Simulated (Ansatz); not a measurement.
The starting structures come from a database of crystals and need not be the phases stable at ambient conditions.

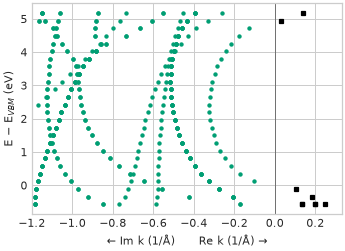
Fig. 1. Complex bands at the centre of the two-dimensional zone; Ansatz (a first-principles code) with PBEsol

The gap is the functional's own, uncorrected, and κ follows it; spin-orbit coupling is left out. Mid-gap values are interpolated between the computed energies.

Task: This is LuAlO3 (R-3c, not sure to be the ambient phase, 10 atoms a cell, 10.0 Å³ an atom, -4 GPa at this level) along the normal of (001). Read off the slowest decay at the centre of the two-dimensional zone at 2.42 eV, the computed energy nearest the middle of the gap.

Result: κ ≈ 0.32 1/Å, a decay length 1/(2κ) of the density of 1.5 Å.
